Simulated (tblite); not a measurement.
## Geometry relaxation, with input and output: C$_{2}$H$_{6}$BBrSi (part 1 of 4)

System: C$_{2}$H$_{6}$BBrSi, SMILES C=CB[SiH2]Br.
Method: GFN2-xTB geometry optimisation, gas phase (tblite 0.8.0).

It belongs to a series of runs on one base structure; here: H on B replaced by vinyl.

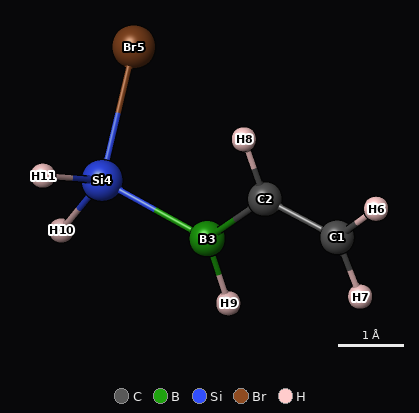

Figure 1. The structure as given in the input (ball-and-stick view, seen at a tilt; atoms are numbered from 1 in the order of the input). Bond lengths as drawn: Br–Si 2.25 Å, B–C 1.59 Å, B–H 1.18 Å, B–Si 1.93 Å, C–C 1.32 Å, C–H 1.08 to 1.10 Å and H–Si 1.46 to 1.48 Å.

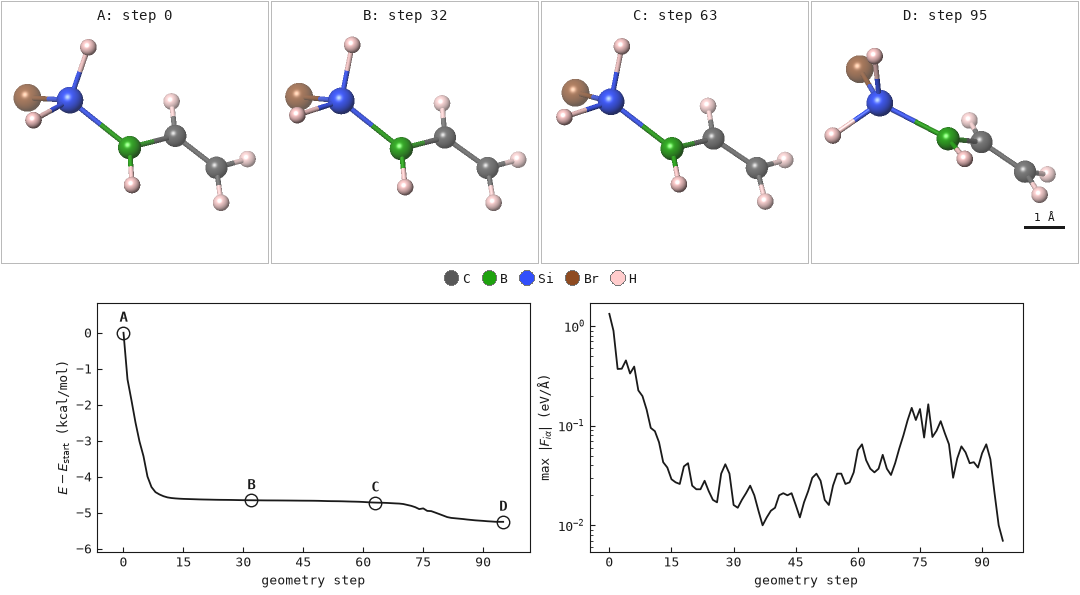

Figure 2. Frames of the relaxation (ball-and-stick view, seen at a tilt) above the curves, on which the letters mark them (steps are counted from 0).

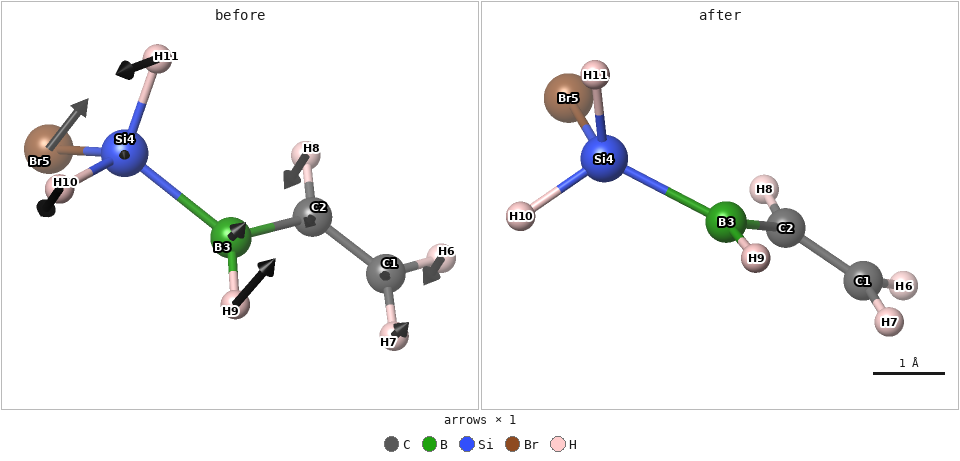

Figure 3. Before (left) and after (right) the relaxation, at one scale (ball-and-stick view, seen at a tilt). The black arrows give the displacements, at true length. The largest move after the best rigid fit is that of H9, 0.97 Å. By element the largest moves are H 0.97 Å, Br 0.92 Å, B 0.35 Å, C 0.20 Å, Si 0.12 Å. Distances before and after: C2–B3 1.588 → 1.540 Å, B3–Si4 1.933 → 1.952 Å, C1–H6 1.096 → 1.080 Å, C1–C2 1.323 → 1.337 Å. Among the angles that change: Br5–Si4–H11 110.3° → 100.8°, B3–Si4–H10 108.6° → 117.7°, B3–Si4–H11 109.6° → 117.9°. Over 95 geometry steps the energy falls by 5.25 kcal/mol. The largest force component goes from 1.3 to 0.007 eV/Å. (Atoms are counted from 1 in the order of the input.)

These pictures come from the run below.

Input
```
{"job": {"kind": "relax", "xc": "GFN2-xTB", "basis": "xTB"}, "charge": 0, "multiplicity": 1}
C     -2.225200     0.117800    -0.448400
C     -0.923200     0.348300    -0.476900
B      0.082100    -0.544700     0.367600
Si     1.977900    -0.172800     0.302400
Br     2.362800     1.914300     1.054700
H     -2.902500     0.748400    -1.035300
H     -2.662400    -0.679300     0.141500
H     -0.516100     1.159700    -1.065800
H     -0.325100    -1.433500     1.031600
H      2.679200    -1.142800     1.176300
H      2.457900    -0.312700    -1.073600
```

The first line tells a small driver script what to run in tblite; the rest is the geometry in Å.

Command:
```bash
OMP_NUM_THREADS=1 python <driver script> task.json out
```

The program's output
```
step      E/eV     max force
  0    -390.96390    1.898
  1    -391.02005    0.903
  2    -391.04547    0.455
  3    -391.07206    0.434
  4    -391.09487    0.454
  5    -391.11261    0.426
  6    -391.13716    0.407
  7    -391.14983    0.273
  8    -391.15596    0.210
  9    -391.15876    0.153
 10    -391.16085    0.139
 11    -391.16229    0.096
 12    -391.16307    0.069
 13    -391.16353    0.057
 14    -391.16387    0.047
 15    -391.16411    0.037
 16    -391.16426    0.035
 17    -391.16441    0.037
 18    -391.16457    0.049
 19    -391.16473    0.045
 20    -391.16485    0.028
 21    -391.16494    0.025
 22    -391.16504    0.027
 23    -391.16515    0.031
 24    -391.16523    0.024
 25    -391.16528    0.025
 26    -391.16532    0.024
 27    -391.16538    0.037
 28    -391.16548    0.048
 29    -391.16558    0.042
 30    -391.16566    0.020
 31    -391.16571    0.017
 32    -391.16574    0.020
 33    -391.16579    0.029
 34    -391.16584    0.031
 35    -391.16590    0.022
 36    -391.16594    0.016
 37    -391.16596    0.015
 38    -391.16598    0.015
 39    -391.16601    0.017
 40    -391.16604    0.019
 41    -391.16608    0.024
 42    -391.16612    0.025
 43    -391.16617    0.021
 44    -391.16622    0.023
 45    -391.16626    0.019
 46    -391.16629    0.017
 47    -391.16632    0.021
 48    -391.16638    0.029
 49    -391.16647    0.039
 50    -391.16661    0.043
 51    -391.16675    0.032
 52    -391.16683    0.021
 53    -391.16688    0.017
 54    -391.16694    0.033
 55    -391.16705    0.045
 56    -391.16720    0.042
 57    -391.16734    0.031
 58    -391.16745    0.034
 59    -391.16759    0.041
 60    -391.16782    0.068
 61    -391.16812    0.079
 62    -391.16839    0.057
 63    -391.16856    0.037
 64    -391.16868    0.035
 65    -391.16880    0.045
 66    -391.16899    0.059
 67    -391.16926    0.050
 68    -391.16953    0.042
 69    -391.16975    0.060
 70    -391.17028    0.082
 71    -391.17139    0.107
 72    -391.17250    0.163
 73    -391.17409    0.201
 74    -391.17641    0.115
 75    -391.17556    0.181
 76    -391.17856    0.097
 77    -391.17885    0.171
 78    -391.18059    0.100
 79    -391.18237    0.105
 80    -391.18419    0.125
 81    -391.18603    0.093
 82    -391.18701    0.079
 83    -391.18748    0.031
 84    -391.18795    0.069
 85    -391.18841    0.084
 86    -391.18899    0.069
 87    -391.18946    0.043
 88    -391.18994    0.044
 89    -391.19028    0.042
 90    -391.19061    0.057
 91    -391.19102    0.078
 92    -391.19132    0.047
 93    -391.19167    0.025
 94    -391.19174    0.012
 95    -391.19175    0.009
```

Trajectory as extended XYZ (Å, eV, eV/Å), 71 of the 96 frames kept, from step=0 to step=95
```
11
Properties=species:S:1:pos:R:3:forces:R:3 step=0 energy=-390.96390
C    -2.2252    0.1178   -0.4484   -0.8830   0.4460  -0.4610
C    -0.9232    0.3483   -0.4769    1.3260  -0.9720   0.9480
B     0.0821   -0.5447    0.3676   -0.8860   0.5470  -0.3220
Si    1.9779   -0.1728    0.3024   -0.2000  -0.5910   0.2340
Br    2.3628    1.9143    1.0547    0.1560  -0.2300  -0.1220
H    -2.9025    0.7484   -1.0353    0.0390  -0.3780   0.3220
H    -2.6624   -0.6793    0.1415    0.0700   0.1950  -0.1640
H    -0.5161    1.1597   -1.0658   -0.2100   0.0740  -0.1040
H    -0.3251   -1.4335    1.0316   -0.0840   0.2000  -0.2210
H     2.6792   -1.1428    1.1763    0.3100   0.4710  -0.1540
H     2.4579   -0.3127   -1.0736    0.3630   0.2390   0.0440
11
Properties=species:S:1:pos:R:3:forces:R:3 step=1 energy=-391.02005
C    -2.2379    0.1241   -0.4550    0.8960   0.1100   0.0200
C    -0.9043    0.3344   -0.4634   -0.5760  -0.2880   0.1790
B     0.0694   -0.5369    0.3630   -0.2670   0.0980   0.0780
Si    1.9750   -0.1813    0.3057   -0.2950  -0.4290   0.0760
Br    2.3650    1.9110    1.0529    0.1470  -0.2510  -0.1240
H    -2.9019    0.7430   -1.0307   -0.2330  -0.0110  -0.0080
H    -2.6614   -0.6765    0.1392   -0.0130   0.1850  -0.1630
H    -0.5191    1.1608   -1.0673   -0.2030  -0.1950   0.1110
H    -0.3263   -1.4307    1.0285   -0.1280   0.1930  -0.2110
H     2.6837   -1.1360    1.1741    0.3470   0.3610  -0.0680
H     2.4630   -0.3093   -1.0730    0.3260   0.2270   0.1090
11
Properties=species:S:1:pos:R:3:forces:R:3 step=3 energy=-391.07206
C    -2.2235    0.1293   -0.4574   -0.3560  -0.0540   0.0060
C    -0.9063    0.3228   -0.4531   -0.0100   0.3590  -0.2430
B     0.0533   -0.5307    0.3666    0.1910  -0.1340   0.1940
Si    1.9591   -0.2046    0.3093   -0.1180  -0.0490  -0.1500
Br    2.3734    1.8960    1.0456    0.1000  -0.2840  -0.1230
H    -2.9101    0.7382   -1.0272   -0.0120  -0.0180   0.0090
H    -2.6608   -0.6650    0.1293   -0.0560   0.0320  -0.0370
H    -0.5312    1.1494   -1.0608   -0.0600  -0.1280   0.0820
H    -0.3344   -1.4209    1.0174   -0.2670  -0.0530   0.0050
H     2.7042   -1.1156    1.1706    0.3730   0.1570   0.0660
H     2.4817   -0.2962   -1.0663    0.2140   0.1730   0.1910
11
Properties=species:S:1:pos:R:3:forces:R:3 step=4 energy=-391.09487
C    -2.2232    0.1318   -0.4591   -0.4520  -0.0320  -0.0190
C    -0.9081    0.3235   -0.4519   -0.0180   0.1570  -0.0630
B     0.0476   -0.5297    0.3734    0.1140  -0.0790   0.0380
Si    1.9462   -0.2206    0.3077    0.1660   0.0900  -0.1430
Br    2.3812    1.8793    1.0378    0.0680  -0.2440  -0.1040
H    -2.9156    0.7346   -1.0247   -0.0060   0.0540  -0.0610
H    -2.6619   -0.6572    0.1223   -0.1270  -0.1400   0.0990
H    -0.5401    1.1395   -1.0551    0.1190   0.1830  -0.1340
H    -0.3464   -1.4162    1.0107   -0.3300  -0.2030   0.1470
H     2.7267   -1.0987    1.1701    0.3170   0.0910   0.0740
H     2.4989   -0.2835   -1.0572    0.1490   0.1220   0.1660
11
Properties=species:S:1:pos:R:3:forces:R:3 step=5 energy=-391.11261
C    -2.2276    0.1333   -0.4605   -0.3340  -0.0050  -0.0210
C    -0.9117    0.3250   -0.4508   -0.0590   0.0290   0.0440
B     0.0437   -0.5298    0.3789   -0.0130  -0.0800  -0.0600
Si    1.9394   -0.2323    0.3046    0.3340   0.1060  -0.0560
Br    2.3887    1.8618    1.0298    0.0500  -0.1540  -0.0700
H    -2.9208    0.7332   -1.0243   -0.0270   0.1010  -0.1110
H    -2.6652   -0.6535    0.1185   -0.1750  -0.2310   0.1730
H    -0.5449    1.1355   -1.0534    0.1830   0.3100  -0.2160
H    -0.3616   -1.4158    1.0078   -0.3140  -0.2190   0.1870
H     2.7500   -1.0833    1.1707    0.2350   0.0660   0.0430
H     2.5154   -0.2713   -1.0473    0.1180   0.0760   0.0860
11
Properties=species:S:1:pos:R:3:forces:R:3 step=7 energy=-391.14983
C    -2.2470    0.1350   -0.4623    0.0280   0.0090   0.0260
C    -0.9261    0.3316   -0.4477   -0.0550  -0.0610   0.0850
B     0.0319   -0.5370    0.3878   -0.1480  -0.1150  -0.1830
Si    1.9417   -0.2563    0.2983    0.2260  -0.0480   0.1460
Br    2.4086    1.8179    1.0093    0.0330   0.1850   0.0560
H    -2.9355    0.7364   -1.0306   -0.0280   0.0650  -0.0960
H    -2.6824   -0.6563    0.1184   -0.1390  -0.1190   0.1020
H    -0.5481    1.1399   -1.0583    0.0630   0.1520  -0.0670
H    -0.4112   -1.4236    1.0096   -0.1200  -0.0180   0.0930
H     2.8138   -1.0446    1.1729    0.0560  -0.0170  -0.0220
H     2.5598   -0.2403   -1.0234    0.0850  -0.0350  -0.1410
11
Properties=species:S:1:pos:R:3:forces:R:3 step=8 energy=-391.15596
C    -2.2516    0.1345   -0.4614    0.0490   0.0070   0.0270
C    -0.9294    0.3336   -0.4472   -0.0300  -0.0310   0.0300
B     0.0288   -0.5419    0.3851   -0.0670  -0.1020  -0.1430
Si    1.9488   -0.2587    0.3000    0.0420  -0.0590   0.0830
Br    2.4118    1.8166    1.0080    0.0270   0.1980   0.0640
H    -2.9377    0.7391   -1.0342    0.0040  -0.0020  -0.0310
H    -2.6884   -0.6606    0.1216   -0.0750   0.0080   0.0080
H    -0.5459    1.1449   -1.0609   -0.0300   0.0100   0.0440
H    -0.4213   -1.4263    1.0133   -0.0600   0.0570   0.0270
H     2.8234   -1.0410    1.1732    0.0710  -0.0460   0.0030
H     2.5670   -0.2374   -1.0234    0.0690  -0.0420  -0.1130
11
Properties=species:S:1:pos:R:3:forces:R:3 step=10 energy=-391.16085
C    -2.2544    0.1342   -0.4595   -0.0130   0.0000   0.0080
C    -0.9321    0.3341   -0.4463    0.0060  -0.0100  -0.0250
B     0.0255   -0.5506    0.3762    0.0680  -0.0510  -0.0400
Si    1.9554   -0.2615    0.3038   -0.0450   0.0080  -0.0460
Br    2.4146    1.8259    1.0106   -0.0060   0.0660   0.0240
H    -2.9380    0.7402   -1.0377    0.0270  -0.0380   0.0250
H    -2.6958   -0.6624    0.1239   -0.0170   0.0890  -0.0550
H    -0.5462    1.1484   -1.0600   -0.0770  -0.0660   0.0950
H    -0.4308   -1.4253    1.0172   -0.0240   0.0740  -0.0210
H     2.8331   -1.0422    1.1742    0.0660  -0.0350   0.0120
H     2.5741   -0.2384   -1.0283    0.0150  -0.0360   0.0240
11
Properties=species:S:1:pos:R:3:forces:R:3 step=11 energy=-391.16229
C    -2.2552    0.1345   -0.4589   -0.0260  -0.0020  -0.0030
C    -0.9331    0.3332   -0.4458    0.0140  -0.0250  -0.0210
B     0.0251   -0.5547    0.3718    0.0880  -0.0170  -0.0050
Si    1.9565   -0.2632    0.3042   -0.0070   0.0330  -0.0530
Br    2.4159    1.8305    1.0118   -0.0250  -0.0040   0.0010
H    -2.9378    0.7396   -1.0383    0.0170  -0.0180   0.0200
H    -2.6991   -0.6606    0.1231   -0.0180   0.0630  -0.0380
H    -0.5485    1.1480   -1.0572   -0.0570  -0.0390   0.0670
H    -0.4353   -1.4228    1.0178   -0.0150   0.0510  -0.0210
H     2.8392   -1.0427    1.1746    0.0320  -0.0090  -0.0100
H     2.5779   -0.2391   -1.0293   -0.0040  -0.0320   0.0630
11
Properties=species:S:1:pos:R:3:forces:R:3 step=12 energy=-391.16307
C    -2.2557    0.1348   -0.4587   -0.0160  -0.0030  -0.0070
C    -0.9336    0.3317   -0.4455    0.0130  -0.0390  -0.0070
B     0.0260   -0.5572    0.3693    0.0680   0.0050   0.0070
Si    1.9569   -0.2640    0.3037    0.0310   0.0360  -0.0250
Br    2.4162    1.8326    1.0124   -0.0360  -0.0380  -0.0100
H    -2.9376    0.7389   -1.0383    0.0050   0.0090   0.0040
H    -2.7014   -0.6584    0.1219   -0.0300   0.0220  -0.0110
H    -0.5510    1.1471   -1.0545   -0.0290  -0.0020   0.0310
H    -0.4383   -1.4203    1.0177   -0.0060   0.0270  -0.0110
H     2.8435   -1.0426    1.1745    0.0030   0.0110  -0.0290
H     2.5803   -0.2399   -1.0286   -0.0040  -0.0280   0.0580
11
Properties=species:S:1:pos:R:3:forces:R:3 step=14 energy=-391.16387
C    -2.2563    0.1349   -0.4588    0.0090  -0.0100  -0.0040
C    -0.9336    0.3283   -0.4455    0.0000  -0.0240   0.0030
B     0.0297   -0.5590    0.3674   -0.0020   0.0190   0.0070
Si    1.9589   -0.2634    0.3027    0.0300   0.0090   0.0290
Br    2.4147    1.8323    1.0122   -0.0340  -0.0260  -0.0080
H    -2.9373    0.7391   -1.0382    0.0040   0.0320  -0.0070
H    -2.7055   -0.6556    0.1205   -0.0380  -0.0230   0.0140
H    -0.5547    1.1463   -1.0506    0.0040   0.0260  -0.0080
H    -0.4414   -1.4167    1.0169    0.0160   0.0000   0.0040
H     2.8479   -1.0416    1.1728   -0.0080   0.0170  -0.0290
H     2.5830   -0.2419   -1.0253    0.0200  -0.0210  -0.0020
11
Properties=species:S:1:pos:R:3:forces:R:3 step=15 energy=-391.16411
C    -2.2566    0.1345   -0.4589    0.0080  -0.0110   0.0000
C    -0.9335    0.3268   -0.4457   -0.0060  -0.0040   0.0000
B     0.0313   -0.5592    0.3671   -0.0220   0.0170   0.0060
Si    1.9603   -0.2627    0.3029    0.0040  -0.0060   0.0260
Br    2.4132    1.8316    1.0120   -0.0270  -0.0050  -0.0010
H    -2.9370    0.7400   -1.0383    0.0120   0.0270  -0.0010
H    -2.7077   -0.6553    0.1203   -0.0290  -0.0200   0.0070
H    -0.5558    1.1466   -1.0494    0.0070   0.0170  -0.0090
H    -0.4418   -1.4156    1.0168    0.0240  -0.0050   0.0070
H     2.8489   -1.0410    1.1715    0.0030   0.0070  -0.0150
H     2.5841   -0.2432   -1.0242    0.0270  -0.0170  -0.0190
```
